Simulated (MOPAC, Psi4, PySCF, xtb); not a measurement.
Interaction energy of C2H2 ··· C4H5N (SMILES C#C and c1cc[nH]c1), singlet. Monomers: optimised at B3LYP-D3(BJ) (def2-TZVP), held rigid. Orientation: a random orientation, not optimised. R is the distance of the centres of mass, along which the second monomer moves.

Geometry at R = 5.22 Å (first 4 atoms: monomer A):
```
14

C     -0.5965     0.0052     0.0478
C      0.5965    -0.0052    -0.0478
H     -1.6557     0.0145     0.1325
H      1.6557    -0.0146    -0.1325
C      3.1578    -0.6769     3.6648
C      2.0302     0.1743     3.5074
C      1.6238     0.5549     4.7635
N      2.4658    -0.0364     5.6694
C      3.4040    -0.7890     5.0118
H      3.7223    -1.1516     2.8799
H      1.5712     0.4723     2.5798
H      0.8154     1.1894     5.0825
H      2.4044     0.0665     6.6659
H      4.1598    -1.3352     5.5489
```

Levels of theory: SCS-MP2/aug-cc-pVDZ = DF-SCS-MP2/aug-cc-pVDZ, frozen core, counterpoise-corrected (Psi4); PM3, restricted, heats of formation (MOPAC); RKS-B3LYP/6-31G* = restricted B3LYP/6-31G*, spherical d, no counterpoise correction in PySCF; HF/aug-cc-pVDZ, counterpoise-corrected (Psi4); GFN1-xTB (xtb).

Interaction energies in kJ/mol (negative: bound); R is the distance of the centres of mass, d the H4···H11 distance.

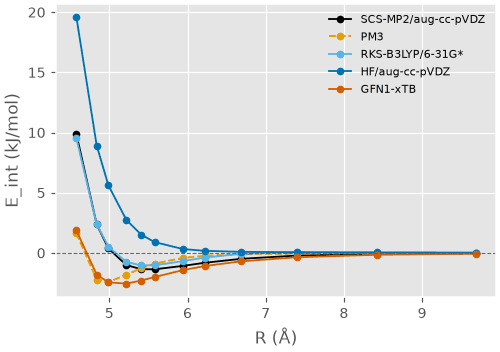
Interaction energy against separation.

```csv
R / Å,d / Å,SCS-MP2/aug-cc-pVDZ,PM3,RKS-B3LYP/6-31G*,HF/aug-cc-pVDZ,GFN1-xTB
4.58,2.25,9.89,1.63,9.53,19.61,1.87
4.84,2.45,2.37,-2.21,2.39,8.92,-1.80
4.99,2.57,0.37,-2.42,0.52,5.61,-2.44
5.22,2.76,-1.01,-1.81,-0.75,2.74,-2.54
5.41,2.92,-1.35,-1.26,-1.04,1.52,-2.29
5.58,3.07,-1.36,-0.89,-1.02,0.90,-2.00
5.94,3.38,-1.08,-0.42,-0.68,0.33,-1.43
6.22,3.64,-0.82,-0.24,-0.39,0.17,-1.09
6.69,4.07,-0.49,-0.11,-0.07,0.09,-0.69
7.40,4.74,-0.22,-0.05,0.05,0.06,-0.36
8.43,5.72,-0.08,-0.03,0.03,0.04,-0.15
9.69,6.95,-0.03,-0.02,0.02,0.02,-0.06
```

Lowest grid point: SCS-MP2/aug-cc-pVDZ -1.36 kJ/mol at R = 5.58 Å; PM3 -2.42 kJ/mol at R = 4.99 Å; RKS-B3LYP/6-31G* -1.04 kJ/mol at R = 5.41 Å; HF/aug-cc-pVDZ 0.02 kJ/mol at R = 9.69 Å; GFN1-xTB -2.54 kJ/mol at R = 5.22 Å.
